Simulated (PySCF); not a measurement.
# Saddle-point search, with input and output: SiNH5 (part 4 of 4)

Continued. System: SiNH5 (Si(NH2)H3), SMILES [H][Si]([H])([H])N. Method: mPW1PW91/6-31+G*, RKS, dispersion D4, sfX2C (PySCF 2.14.0). 

Geometry of the input (Å):
```
Si 0.1117  0.2272  -0.6937
N  0.0907  0.1787  1.0286
H  0.8436  -0.2163  1.5685
H  -0.6757  0.5433  1.5706
H  1.5001  0.2149  -1.1462
H  -0.6355  1.3942  -1.1568
H  -0.5614  -0.9948  -1.1642
```

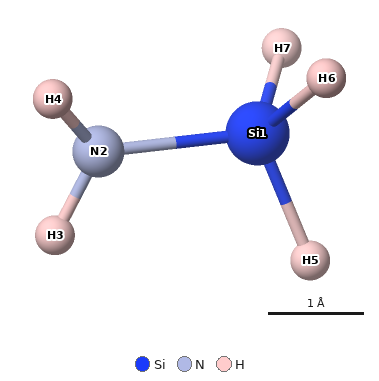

Figure 1. The geometry at step 14 of the log (ball-and-stick view, seen at a tilt; atoms are numbered from 1 in the order of the input).

Trajectory as extended XYZ (Å, eV, eV/Å), 28 frames, from step=0 to step=27
```
7
Properties=species:S:1:pos:R:3:forces:R:3 step=0 energy=-9464.41915
Si    0.1117    0.2272   -0.6937   -0.3233  -0.6122   0.6848
N     0.0907    0.1787    1.0286    0.1823   0.3271   0.0035
H     0.8436   -0.2163    1.5685   -0.1053   0.0510   0.1495
H    -0.6757    0.5433    1.5706    0.0908  -0.0569   0.1645
H     1.5001    0.2149   -1.1462    0.4375   0.0769  -0.2212
H    -0.6355    1.3942   -1.1568   -0.1665   0.4037  -0.2199
H    -0.5614   -0.9948   -1.1642   -0.1156  -0.1896  -0.5612
7
Properties=species:S:1:pos:R:3:forces:R:3 step=1 energy=-9464.43777
Si    0.1090    0.2227   -0.6917   -0.2820  -0.5527   0.6282
N     0.0922    0.1792    1.0330    0.1491   0.2979  -0.0582
H     0.8474   -0.2057    1.5769   -0.0824   0.0371   0.1214
H    -0.6749    0.5400    1.5766    0.0738  -0.0498   0.1432
H     1.5014    0.2102   -1.1464    0.3539   0.0740  -0.1818
H    -0.6359    1.3953   -1.1583   -0.1238   0.3337  -0.1791
H    -0.5654   -0.9948   -1.1831   -0.0886  -0.1403  -0.4736
7
Properties=species:S:1:pos:R:3:forces:R:3 step=2 energy=-9464.45867
Si    0.1043    0.2148   -0.6876   -0.2228  -0.4567   0.5150
N     0.0938    0.1796    1.0392    0.1062   0.2524  -0.1053
H     0.8530   -0.1905    1.5874   -0.0556   0.0192   0.0847
H    -0.6740    0.5349    1.5858    0.0529  -0.0420   0.1115
H     1.5022    0.2025   -1.1449    0.2442   0.0681  -0.1293
H    -0.6365    1.3957   -1.1591   -0.0700   0.2404  -0.1259
H    -0.5713   -0.9952   -1.2093   -0.0550  -0.0814  -0.3506
7
Properties=species:S:1:pos:R:3:forces:R:3 step=3 energy=-9464.47614
Si    0.0984    0.2033   -0.6825   -0.1444  -0.3056   0.3130
N     0.0904    0.1743    1.0447    0.0628   0.1770  -0.0985
H     0.8569   -0.1749    1.5968   -0.0293   0.0009   0.0451
H    -0.6634    0.5515    1.5964    0.0276  -0.0320   0.0657
H     1.5032    0.2009   -1.1427    0.1192   0.0558  -0.0666
H    -0.6396    1.3944   -1.1556   -0.0160   0.1293  -0.0654
H    -0.5708   -0.9962   -1.2499   -0.0202  -0.0255  -0.1931
7
Properties=species:S:1:pos:R:3:forces:R:3 step=4 energy=-9464.49166
Si    0.0887    0.1813   -0.6903   -0.0366  -0.0379  -0.0090
N    -0.0029    0.0123    1.0227    0.0552   0.0872   0.0380
H     0.7220   -0.4271    1.5672   -0.0161  -0.0341   0.0197
H    -0.8283    0.2149    1.5638   -0.0152  -0.0304   0.0012
H     1.5246    0.2803   -1.0544    0.0103   0.0041  -0.0103
H    -0.6425    1.4106   -1.0914   -0.0010   0.0098  -0.0122
H    -0.4978   -0.9522   -1.4625    0.0033   0.0017  -0.0273
7
Properties=species:S:1:pos:R:3:forces:R:3 step=5 energy=-9464.48594
Si    0.0894    0.1898   -0.6631   -0.0169  -0.0295   0.0147
N     0.1389    0.2333    1.0601    0.0374   0.0736   0.0139
H     0.9201   -0.1026    1.6002   -0.0094  -0.0247   0.0016
H    -0.5837    0.6405    1.6320   -0.0146  -0.0243   0.0020
H     1.4888    0.1538   -1.1599    0.0040  -0.0001  -0.0076
H    -0.6112    1.4022   -1.1617   -0.0009   0.0044  -0.0075
H    -0.6213   -0.9928   -1.2279    0.0007   0.0008  -0.0171
7
Properties=species:S:1:pos:R:3:forces:R:3 step=6 energy=-9464.48620
Si    0.0978    0.2196   -0.5923   -0.0253  -0.0188  -0.0095
N     0.3558    0.5648    1.0768    0.0377   0.0581  -0.0142
H     1.2068    0.3258    1.5595   -0.0060  -0.0173   0.0261
H    -0.2991    1.0615    1.6593   -0.0112  -0.0215   0.0155
H     1.4299    0.0044   -1.2127    0.0023  -0.0011  -0.0057
H    -0.6001    1.3619   -1.2399    0.0021   0.0038  -0.0068
H    -0.7277   -0.9947   -0.8505    0.0010  -0.0038  -0.0056
7
Properties=species:S:1:pos:R:3:forces:R:3 step=7 energy=-9464.48619
Si    0.0949    0.2067   -0.6221   -0.0197  -0.0188  -0.0054
N     0.2752    0.4451    1.0759    0.0391   0.0639  -0.0085
H     1.0972    0.1649    1.5862   -0.0090  -0.0214   0.0174
H    -0.4029    0.9148    1.6543   -0.0132  -0.0237   0.0099
H     1.4538    0.0618   -1.2042    0.0018  -0.0007  -0.0033
H    -0.6040    1.3774   -1.2150    0.0010   0.0025  -0.0041
H    -0.6897   -1.0047   -0.9965    0.0003  -0.0021  -0.0060
7
Properties=species:S:1:pos:R:3:forces:R:3 step=8 energy=-9464.48613
Si    0.0927    0.1990   -0.6393   -0.0156  -0.0185  -0.0025
N     0.2220    0.3639    1.0723    0.0378   0.0659  -0.0053
H     1.0267    0.0596    1.5964   -0.0103  -0.0232   0.0112
H    -0.4725    0.8122    1.6484   -0.0138  -0.0246   0.0063
H     1.4682    0.0985   -1.1915    0.0013  -0.0004  -0.0021
H    -0.6069    1.3869   -1.1960    0.0007   0.0016  -0.0026
H    -0.6635   -1.0045   -1.0899    0.0001  -0.0010  -0.0051
7
Properties=species:S:1:pos:R:3:forces:R:3 step=9 energy=-9464.48605
Si    0.0935    0.1978   -0.6426   -0.0099  -0.0170   0.0020
N     0.2132    0.3512    1.0711    0.0361   0.0666  -0.0063
H     1.0116    0.0385    1.6000   -0.0114  -0.0245   0.0041
H    -0.4812    0.8034    1.6443   -0.0144  -0.0252   0.0023
H     1.4713    0.1127   -1.1922    0.0004  -0.0001   0.0000
H    -0.6133    1.3852   -1.1910    0.0001  -0.0001  -0.0002
H    -0.6503   -1.0083   -1.1070   -0.0008   0.0001  -0.0020
7
Properties=species:S:1:pos:R:3:forces:R:3 step=10 energy=-9464.48658
Si    0.0920    0.1992   -0.6375   -0.0079  -0.0179   0.0038
N     0.2291    0.3747    1.0728    0.0329   0.0686  -0.0074
H     1.0331    0.0690    1.5974   -0.0111  -0.0252   0.0023
H    -0.4673    0.8184    1.6502   -0.0136  -0.0255   0.0034
H     1.4654    0.0895   -1.1933    0.0002  -0.0002  -0.0004
H    -0.6039    1.3866   -1.1999    0.0002   0.0001   0.0000
H    -0.6705   -1.0038   -1.0791   -0.0005  -0.0001  -0.0018
7
Properties=species:S:1:pos:R:3:forces:R:3 step=11 energy=-9464.48603
Si    0.0888    0.1985   -0.6369   -0.0110  -0.0153   0.0003
N     0.2333    0.3789    1.0722    0.0408   0.0637  -0.0083
H     1.0215    0.0390    1.5996   -0.0128  -0.0239   0.0061
H    -0.4332    0.8742    1.6429   -0.0159  -0.0245   0.0021
H     1.4557    0.0527   -1.2011    0.0006  -0.0001   0.0008
H    -0.5803    1.4017   -1.1981   -0.0004  -0.0006   0.0000
H    -0.7038   -0.9875   -1.0715   -0.0013   0.0003  -0.0011
7
Properties=species:S:1:pos:R:3:forces:R:3 step=12 energy=-9464.48812
Si    0.0980    0.1996   -0.6302   -0.0103  -0.0189   0.0012
N     0.2559    0.4288    1.0717    0.0363   0.0732  -0.0085
H     1.0716    0.1490    1.5925   -0.0118  -0.0269   0.0075
H    -0.4589    0.8344    1.6547   -0.0131  -0.0271   0.0037
H     1.4667    0.1238   -1.2025    0.0014   0.0001  -0.0006
H    -0.6476    1.3459   -1.2134   -0.0009  -0.0003  -0.0003
H    -0.6271   -1.0413   -1.0287   -0.0013  -0.0004  -0.0029
7
Properties=species:S:1:pos:R:3:forces:R:3 step=13 energy=-9464.48246
Si    0.0408    0.1955   -0.6467   -0.0341   0.0108  -0.0330
N     0.1364    0.2272    1.0753    0.0600   0.0134  -0.0150
H     0.8181   -0.3105    1.5859   -0.0131  -0.0079   0.0398
H    -0.3381    0.9038    1.6517   -0.0182  -0.0144   0.0061
H     1.3163   -0.3627   -1.1661   -0.0005  -0.0005   0.0035
H    -0.1697    1.5745   -1.1632    0.0044  -0.0003  -0.0046
H    -1.0697   -0.6430   -1.1804    0.0016  -0.0007   0.0031
7
Properties=species:S:1:pos:R:3:forces:R:3 step=14 energy=-9464.47767
Si    0.0168    0.1748   -0.6620   -0.0571   0.0618  -0.0814
N    -0.0400    0.0583    1.0601    0.0803  -0.0512  -0.0260
H     0.5751   -0.5770    1.5428   -0.0134  -0.0020   0.0997
H    -0.3650    0.8041    1.6549   -0.0194  -0.0037   0.0041
H     1.1998   -0.5895   -1.1370   -0.0016  -0.0021   0.0106
H     0.1234    1.5990   -1.0808    0.0093  -0.0015  -0.0128
H    -1.1873   -0.3865   -1.3350    0.0017  -0.0012   0.0057
7
Properties=species:S:1:pos:R:3:forces:R:3 step=15 energy=-9464.48150
Si    0.0352    0.1900   -0.6520   -0.0111  -0.0070  -0.0034
N     0.1070    0.1943    1.0730    0.0441   0.0373   0.0020
H     0.7714   -0.3588    1.5907   -0.0105  -0.0154   0.0013
H    -0.3314    0.9003    1.6431   -0.0224  -0.0134  -0.0007
H     1.3028   -0.3901   -1.1672   -0.0005  -0.0018  -0.0001
H    -0.1358    1.5812   -1.1499    0.0014  -0.0006   0.0007
H    -1.0881   -0.6153   -1.2082   -0.0008   0.0010   0.0003
7
Properties=species:S:1:pos:R:3:forces:R:3 step=16 energy=-9464.48502
Si    0.0504    0.2014   -0.6345   -0.0286  -0.0053  -0.0113
N     0.2234    0.3329    1.0763    0.0620   0.0333  -0.0244
H     0.9283   -0.1671    1.5937   -0.0186  -0.0107   0.0292
H    -0.3046    0.9718    1.6490   -0.0168  -0.0195   0.0093
H     1.3407   -0.2857   -1.1874    0.0009   0.0010   0.0032
H    -0.2883    1.5338   -1.2010    0.0013   0.0011  -0.0044
H    -1.0142   -0.7444   -1.0760   -0.0004   0.0003  -0.0016
7
Properties=species:S:1:pos:R:3:forces:R:3 step=17 energy=-9464.48446
Si    0.0529    0.1990   -0.6376   -0.0168  -0.0086  -0.0049
N     0.2130    0.3224    1.0755    0.0508   0.0446  -0.0102
H     0.9191   -0.1697    1.5989   -0.0152  -0.0173   0.0110
H    -0.3132    0.9680    1.6426   -0.0196  -0.0185   0.0036
H     1.3559   -0.2530   -1.1908   -0.0002  -0.0003   0.0009
H    -0.3147    1.5283   -1.1933    0.0011  -0.0001  -0.0008
H    -0.9869   -0.7681   -1.0914   -0.0001   0.0002   0.0002
7
Properties=species:S:1:pos:R:3:forces:R:3 step=18 energy=-9464.48257
Si    0.0404    0.1936   -0.6393   -0.0160  -0.0044  -0.0072
N     0.1732    0.2769    1.0794    0.0466   0.0343  -0.0101
H     0.8833   -0.2179    1.5951   -0.0121  -0.0133   0.0114
H    -0.3144    0.9540    1.6443   -0.0192  -0.0162   0.0024
H     1.3274   -0.3203   -1.1760   -0.0009  -0.0006   0.0024
H    -0.2441    1.5476   -1.1853    0.0018  -0.0004  -0.0010
H    -1.0424   -0.7088   -1.1234   -0.0001   0.0010   0.0020
7
Properties=species:S:1:pos:R:3:forces:R:3 step=19 energy=-9464.48177
Si    0.0313    0.1893   -0.6396   -0.0177  -0.0009  -0.0116
N     0.1424    0.2424    1.0824    0.0429   0.0255  -0.0096
H     0.8747   -0.2302    1.5880   -0.0077  -0.0096   0.0153
H    -0.3431    0.9185    1.6507   -0.0194  -0.0154   0.0027
H     1.3095   -0.3617   -1.1597   -0.0014  -0.0009   0.0026
H    -0.1996    1.5554   -1.1823    0.0039   0.0005  -0.0029
H    -1.0750   -0.6710   -1.1455   -0.0005   0.0012   0.0034
7
Properties=species:S:1:pos:R:3:forces:R:3 step=20 energy=-9464.48300
Si    0.0267    0.1899   -0.6416    0.0080  -0.0170   0.0165
N     0.1345    0.2252    1.0816    0.0137   0.0460   0.0013
H     0.8775   -0.2282    1.5893   -0.0027  -0.0127  -0.0198
H    -0.3891    0.8642    1.6592   -0.0195  -0.0180   0.0002
H     1.2944   -0.3944   -1.1495   -0.0014  -0.0014  -0.0042
H    -0.1615    1.5613   -1.1885    0.0043   0.0012   0.0011
H    -1.1016   -0.6366   -1.1547   -0.0024   0.0022   0.0049
7
Properties=species:S:1:pos:R:3:forces:R:3 step=21 energy=-9464.48546
Si    0.0291    0.1972   -0.6393   -0.0071  -0.0098  -0.0008
N     0.1625    0.2573    1.0796    0.0219   0.0307  -0.0070
H     0.9133   -0.1905    1.5802   -0.0077  -0.0063   0.0055
H    -0.4181    0.8260    1.6755   -0.0117  -0.0169   0.0024
H     1.2905   -0.4024   -1.1438    0.0012  -0.0001  -0.0051
H    -0.1560    1.5580   -1.2135    0.0044   0.0002   0.0001
H    -1.1101   -0.6308   -1.1268   -0.0011   0.0025   0.0048
7
Properties=species:S:1:pos:R:3:forces:R:3 step=22 energy=-9464.48613
Si    0.0251    0.1979   -0.6391   -0.0058  -0.0031  -0.0069
N     0.1531    0.2464    1.0805    0.0136   0.0157  -0.0062
H     0.9279   -0.1671    1.5737   -0.0018  -0.0024   0.0109
H    -0.4555    0.7757    1.6847   -0.0094  -0.0120   0.0001
H     1.2778   -0.4264   -1.1345    0.0007  -0.0005  -0.0043
H    -0.1265    1.5593   -1.2228    0.0041   0.0003  -0.0005
H    -1.1312   -0.6051   -1.1270   -0.0015   0.0024   0.0068
7
Properties=species:S:1:pos:R:3:forces:R:3 step=23 energy=-9464.48701
Si    0.0236    0.2001   -0.6406    0.0040  -0.0028   0.0005
N     0.1471    0.2375    1.0797   -0.0012   0.0098  -0.0001
H     0.9365   -0.1480    1.5725    0.0014   0.0008   0.0001
H    -0.4952    0.7184    1.6895   -0.0050  -0.0075  -0.0010
H     1.2658   -0.4482   -1.1306    0.0003  -0.0022  -0.0051
H    -0.0947    1.5619   -1.2324    0.0022   0.0003   0.0012
H    -1.1513   -0.5767   -1.1254   -0.0018   0.0018   0.0044
7
Properties=species:S:1:pos:R:3:forces:R:3 step=24 energy=-9464.48748
Si    0.0261    0.2069   -0.6408   -0.0058   0.0018  -0.0114
N     0.1586    0.2552    1.0778    0.0039   0.0001   0.0017
H     0.9546   -0.1216    1.5664   -0.0018   0.0023   0.0129
H    -0.5222    0.6659    1.6970    0.0005  -0.0020  -0.0005
H     1.2610   -0.4562   -1.1292    0.0015  -0.0013  -0.0063
H    -0.0797    1.5624   -1.2495    0.0012  -0.0009   0.0021
H    -1.1611   -0.5616   -1.1088    0.0004   0.0003   0.0017
7
Properties=species:S:1:pos:R:3:forces:R:3 step=25 energy=-9464.48755
Si    0.0267    0.2076   -0.6442    0.0026   0.0007   0.0015
N     0.1509    0.2427    1.0757   -0.0014   0.0027   0.0017
H     0.9394   -0.1426    1.5701   -0.0002  -0.0009  -0.0019
H    -0.5405    0.6390    1.6927   -0.0001  -0.0006   0.0002
H     1.2603   -0.4564   -1.1349    0.0002  -0.0011  -0.0010
H    -0.0699    1.5687   -1.2417   -0.0010  -0.0005   0.0001
H    -1.1627   -0.5512   -1.1221   -0.0002  -0.0001  -0.0005
7
Properties=species:S:1:pos:R:3:forces:R:3 step=26 energy=-9464.48754
Si    0.0261    0.2076   -0.6436    0.0007  -0.0004   0.0008
N     0.1518    0.2439    1.0762   -0.0009   0.0003  -0.0004
H     0.9434   -0.1365    1.5694    0.0001  -0.0001  -0.0004
H    -0.5398    0.6384    1.6940    0.0000   0.0001  -0.0003
H     1.2578   -0.4598   -1.1348    0.0000   0.0002  -0.0003
H    -0.0684    1.5677   -1.2437    0.0001   0.0001   0.0003
H    -1.1656   -0.5493   -1.1187   -0.0001   0.0000   0.0005
7
Properties=species:S:1:pos:R:3:forces:R:3 step=27 energy=-9464.48754
Si    0.0259    0.2078   -0.6435    0.0000   0.0000  -0.0002
N     0.1525    0.2438    1.0762    0.0000   0.0000   0.0000
H     0.9441   -0.1370    1.5689    0.0000   0.0000   0.0001
H    -0.5389    0.6383    1.6943    0.0000   0.0001   0.0000
H     1.2572   -0.4595   -1.1356    0.0000   0.0000   0.0001
H    -0.0687    1.5681   -1.2432    0.0000   0.0000   0.0000
H    -1.1662   -0.5489   -1.1181    0.0000   0.0001   0.0001
```

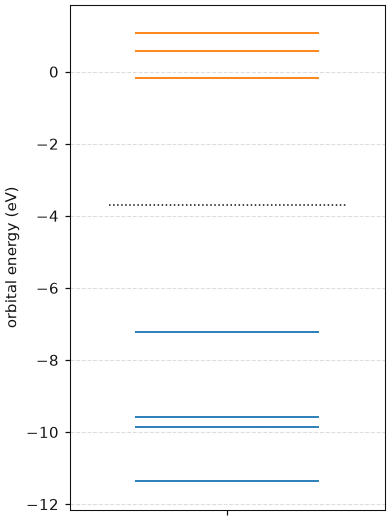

Figure 2. Orbital energies near the frontier; the dotted line parts filled from empty levels, and levels within 0.02 eV of each other stand side by side. Highest filled −7.21 eV, lowest empty −0.18 eV, 7.03 eV apart.

Results in brief

| quantity | value |
| --- | --- |
| outcome | converged |
| total energy | −347.813502 hartree |
| dispersion energy | −0.003649 hartree |
| basis functions | 52 |
| HOMO | −7.21 eV |
| LUMO | −0.18 eV |
| dipole moment | 1.15 D |
| wall time | 3.2 min |
| peak memory | 0.75 GiB |
